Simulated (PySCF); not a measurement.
# [Pb(OH)2]2+: other functionals and bases at one geometry

How far do other levels of theory move the description of [Pb(OH)2]2+, and what does each cost? It is a constructed species; whether it can be made isn't addressed.

The runs use PySCF 2.14.0; several levels, as the steps say, no spin–orbit coupling.

1 further run of the same task is left out (for a known fault of the program).

## 1. Starting geometry

5 atoms, charge 2, spin multiplicity 1.

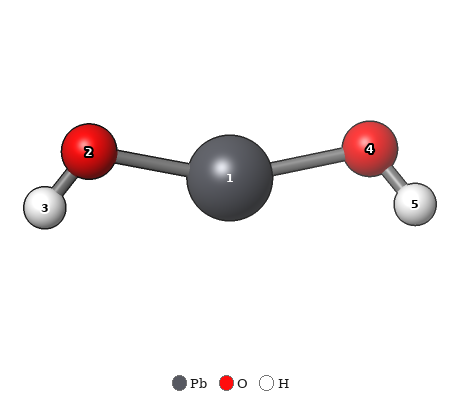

The structure; lead dark grey, oxygen red, hydrogen white; atoms are numbered from 1 in the order of the file.

As a file:

| atom | x (Å) | y (Å) | z (Å) |
| --- | --- | --- | --- |
| Pb1 | 0.0000 | 0.0000 | 0.5417 |
| O2 | 1.9616 | 0.0939 | 0.9241 |
| H3 | 2.5539 | -0.1331 | 0.1548 |
| O4 | -1.9616 | -0.0939 | 0.9241 |
| H5 | -2.5539 | 0.1331 | 0.1548 |

Formal oxidation states: Pb +4. An earlier session relaxed this geometry at PBE0, Pb def2-SVP with ECP60, O def2-SVP, H def2-SVP (singlet, point group C2).

At PBE0 on the finer grid: E = -343.323436 Eh, HOMO -22.39 eV, LUMO -18.05 eV, Mulliken charge on Pb1 +1.71 e, largest force component 0.012 eV/Å. 

Levels to run: TPSSh; CAM-B3LYP; PBE0, TZVP. Hardware: 2 threads of Arm Neoverse V1, shared host.

## 2. TPSSh

File run.py (the lines that set the calculation):

```python
mol = gto.M(atom='''
Pb     0.00000     0.00000     0.54168
O      1.96165     0.09393     0.92412
H      2.55385    -0.13314     0.15481
O     -1.96165    -0.09393     0.92412
H     -2.55385     0.13314     0.15481''',
    basis={'Pb': 'def2-SVP', 'O': 'def2-SVP', 'H': 'def2-SVP'},
    ecp={'Pb': 'def2-SVP'},
    charge=2, spin=0)
mf = dft.RKS(mol, xc='TPSSH')
mf.grids.atom_grid = (75, 302)
mf = mf.density_fit()  # fitting sets: Pb def2-universal-JKFIT, O def2-universal-JKFIT, H def2-universal-JKFIT
mf.conv_tol = 1e-08; mf.max_cycle = 55
mf.kernel(dm0)  # dm0: the density of the relaxed state
```

Started as:

```console
$ OMP_NUM_THREADS=2 python run.py
```

Log:

```text
init E= -343.434836230246
  HOMO = -0.785877338199293  LUMO = -0.678829546686089  gap/eV = 2.91292
cycle= 1 E= -343.435697367311  delta_E= -0.000861  |g|= 0.0116  |ddm|= 0.124
  HOMO = -0.785752401817936  LUMO = -0.67813446622014  gap/eV = 2.92843
cycle= 2 E= -343.435712249359  delta_E= -1.49e-05  |g|= 0.00762  |ddm|= 0.0247
  HOMO = -0.785497334030558  LUMO = -0.678452208005432  gap/eV = 2.91285
cycle= 3 E= -343.435721945393  delta_E= -9.7e-06  |g|= 0.0055  |ddm|= 0.0178
  HOMO = -0.786041874540357  LUMO = -0.67880134948977  gap/eV = 2.91816
cycle= 4 E= -343.435728609094  delta_E= -6.66e-06  |g|= 0.000876  |ddm|= 0.00646
  HOMO = -0.785918262532256  LUMO = -0.678698914058391  gap/eV = 2.91759
cycle= 5 E= -343.435728731957  delta_E= -1.23e-07  |g|= 0.000378  |ddm|= 0.000812
  HOMO = -0.78591942578032  LUMO = -0.678701166666759  gap/eV = 2.91756
cycle= 6 E= -343.435728734118  delta_E= -2.16e-09  |g|= 0.000365  |ddm|= 0.000605
  HOMO = -0.785925576542734  LUMO = -0.678707929368418  gap/eV = 2.91754
cycle= 7 E= -343.435728766302  delta_E= -3.22e-08  |g|= 2.66e-05  |ddm|= 0.000311
  HOMO = -0.785926762113037  LUMO = -0.678708097117042  gap/eV = 2.91757
cycle= 8 E= -343.435728766496  delta_E= -1.93e-10  |g|= 2.3e-06  |ddm|= 3.92e-05
  HOMO = -0.78592721641922  LUMO = -0.678708292196788  gap/eV = 2.91758
Extra cycle  E= -343.435728766492  delta_E= 3.75e-12  |g|= 4.46e-06  |ddm|= 7.53e-06
converged SCF energy = -343.435728766492
```

Wall time 3.3 s (2 threads of Arm Neoverse V1, shared host).

It gives: E = -343.435729 Eh, HOMO -21.39 eV, LUMO -18.47 eV, Mulliken charge on Pb1 +1.68 e, largest force component 0.287 eV/Å. 

## 3. CAM-B3LYP

run.py (the lines that set the calculation), as its differences from that of step 2:

```diff
@@ -9,3 +9,3 @@
     charge=2, spin=0)
-mf = dft.RKS(mol, xc='TPSSH')
+mf = dft.RKS(mol, xc='CAMB3LYP')
 mf.grids.atom_grid = (75, 302)
```

Started as:

```console
$ OMP_NUM_THREADS=2 python run.py
```

Log:

```text
init E= -343.390992246587
  HOMO = -0.87927080822492  LUMO = -0.627563442722437  gap/eV = 6.84931
cycle= 1 E= -343.391696488774  delta_E= -0.000704  |g|= 0.0334  |ddm|= 0.12
  HOMO = -0.870889176176328  LUMO = -0.62260040797403  gap/eV = 6.75628
cycle= 2 E= -343.39145298306  delta_E= 0.000244  |g|= 0.0486  |ddm|= 0.0654
  HOMO = -0.8771736410247  LUMO = -0.626371477827476  gap/eV = 6.82467
cycle= 3 E= -343.391936519784  delta_E= -0.000484  |g|= 0.002  |ddm|= 0.0439
  HOMO = -0.876956906137959  LUMO = -0.626104671735238  gap/eV = 6.82604
cycle= 4 E= -343.391938688426  delta_E= -2.17e-06  |g|= 0.000539  |ddm|= 0.00452
  HOMO = -0.876967082807017  LUMO = -0.626141253737391  gap/eV = 6.82532
cycle= 5 E= -343.391938897131  delta_E= -2.09e-07  |g|= 0.000115  |ddm|= 0.00145
  HOMO = -0.876949356886568  LUMO = -0.626124565858152  gap/eV = 6.82529
cycle= 6 E= -343.391938911785  delta_E= -1.47e-08  |g|= 0.000103  |ddm|= 0.000466
  HOMO = -0.876948167376864  LUMO = -0.626125992964816  gap/eV = 6.82522
cycle= 7 E= -343.391938913919  delta_E= -2.13e-09  |g|= 7e-05  |ddm|= 0.00014
  HOMO = -0.876947759460879  LUMO = -0.626129160018269  gap/eV = 6.82512
Extra cycle  E= -343.391938908754  delta_E= 5.16e-09  |g|= 0.000174  |ddm|= 0.000183
converged SCF energy = -343.391938908754
```

Wall time 5.1 s (2 threads of Arm Neoverse V1, shared host).

Read off: E = -343.391939 Eh, HOMO -23.86 eV, LUMO -17.04 eV, Mulliken charge on Pb1 +1.68 e, largest force component 0.318 eV/Å. 

## 4. PBE0, TZVP

Basis: Pb def2-TZVP with ECP60, O def2-TZVP, H def2-TZVP. 

File run.py (the lines that set the calculation):

```python
mol = gto.M(atom='''
Pb     0.00000     0.00000     0.54168
O      1.96165     0.09393     0.92412
H      2.55385    -0.13314     0.15481
O     -1.96165    -0.09393     0.92412
H     -2.55385     0.13314     0.15481''',
    basis={'Pb': 'def2-TZVP', 'O': 'def2-TZVP', 'H': 'def2-TZVP'},
    ecp={'Pb': 'def2-TZVP'},
    charge=2, spin=0)
mf = dft.RKS(mol, xc='PBE0')
mf.grids.atom_grid = (75, 302)
mf = mf.density_fit()  # fitting sets: Pb def2-universal-JKFIT, O def2-universal-JKFIT, H def2-universal-JKFIT
mf.conv_tol = 1e-08; mf.max_cycle = 55
mf.kernel(dm0)  # dm0: free metal ions and neutral atoms
```

Started as:

```console
$ OMP_NUM_THREADS=2 python run.py
```

Log:

```text
init E= -343.42950009513
  HOMO = -0.903532656572741  LUMO = -0.792213440264131  gap/eV = 3.02915
cycle= 1 E= -343.422396490298  delta_E= 0.0071  |g|= 0.753  |ddm|=  2.3
  HOMO = -0.68491184029271  LUMO = -0.561595596390895  gap/eV = 3.35561
cycle= 2 E= -343.169416082466  delta_E= 0.253  |g|= 1.36  |ddm|= 1.32
  HOMO = -0.82278609910042  LUMO = -0.655014954437132  gap/eV = 4.56529
cycle= 3 E= -343.528569216506  delta_E= -0.359  |g|= 0.148  |ddm|= 1.08
  HOMO = -0.820152169551683  LUMO = -0.659893597651791  gap/eV = 4.36086
cycle= 4 E= -343.533490917132  delta_E= -0.00492  |g|= 0.0246  |ddm|= 0.227
  HOMO = -0.81901730600085  LUMO = -0.656431691999394  gap/eV = 4.42418
cycle= 5 E= -343.533599404516  delta_E= -0.000108  |g|= 0.0066  |ddm|= 0.0333
  HOMO = -0.819485084080594  LUMO = -0.656648229595806  gap/eV = 4.43102
cycle= 6 E= -343.53360567404  delta_E= -6.27e-06  |g|= 0.00145  |ddm|= 0.00648
  HOMO = -0.819629951198223  LUMO = -0.656721813579363  gap/eV = 4.43296
cycle= 7 E= -343.533606085823  delta_E= -4.12e-07  |g|= 0.000442  |ddm|= 0.0013
  HOMO = -0.819634186815356  LUMO = -0.656695346430435  gap/eV = 4.43379
cycle= 8 E= -343.533606119109  delta_E= -3.33e-08  |g|= 6.53e-05  |ddm|= 0.000402
  HOMO = -0.81962922756838  LUMO = -0.656692076955498  gap/eV = 4.43375
cycle= 9 E= -343.533606120264  delta_E= -1.15e-09  |g|= 1.12e-05  |ddm|= 0.000114
  HOMO = -0.819627157162903  LUMO = -0.656690032658744  gap/eV = 4.43374
Extra cycle  E= -343.53360612029  delta_E= -2.58e-11  |g|= 1.24e-05  |ddm|= 2.8e-05
converged SCF energy = -343.53360612029
```

Run time: 12 s. Hardware: 2 threads of Arm Neoverse V1, shared host.

Read off: E = -343.533606 Eh, HOMO -22.30 eV, LUMO -17.87 eV, Mulliken charge on Pb1 +1.71 e, largest force component 0.895 eV/Å. 

## 5. All levels side by side

| level | state | HOMO (eV) | gap (eV) | charge on Pb1 (e) | dipole (D) | largest force (eV/Å) | basis functions | time |
| --- | --- | --- | --- | --- | --- | --- | --- | --- |
| PBE0 (relaxed here) | singlet | -22.39 | 4.33 | 1.71 | 2.93 | 0.01 | 64 | 22 s |
| TPSSh | singlet | -21.39 | 2.92 | 1.68 | 2.83 | 0.29 | 64 | 3.3 s |
| CAM-B3LYP | singlet | -23.86 | 6.83 | 1.68 | 2.98 | 0.32 | 64 | 5.1 s |
| PBE0, TZVP | singlet | -22.30 | 4.43 | 1.71 | 2.76 | 0.90 | 124 | 12 s |

Times are on 2 threads of Arm Neoverse V1, shared host; the first row also made further properties. The dipole of a charged species depends on the origin, so these sizes hold for this origin alone.

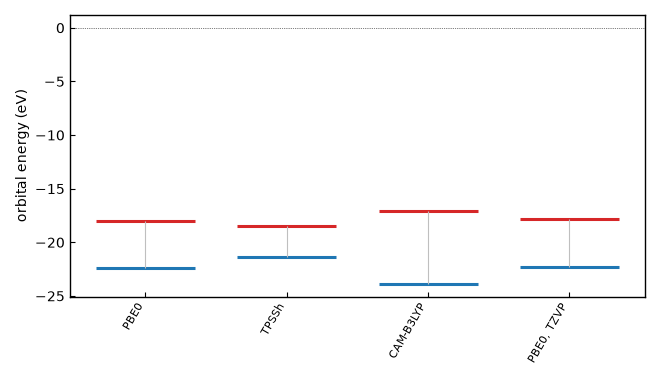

Highest filled and lowest empty level, method by method.

In one basis the HOMO–LUMO gap runs from 2.92 eV (TPSSh) to 6.83 eV (CAM-B3LYP). The largest leftover force, 0.90 eV/Å with PBE0, TZVP, stands at a geometry relaxed at another level. The Mulliken charge on Pb spans +1.68 to +1.71 e over the levels. Total energies of different levels can't be compared. Spin–orbit coupling is left out throughout.
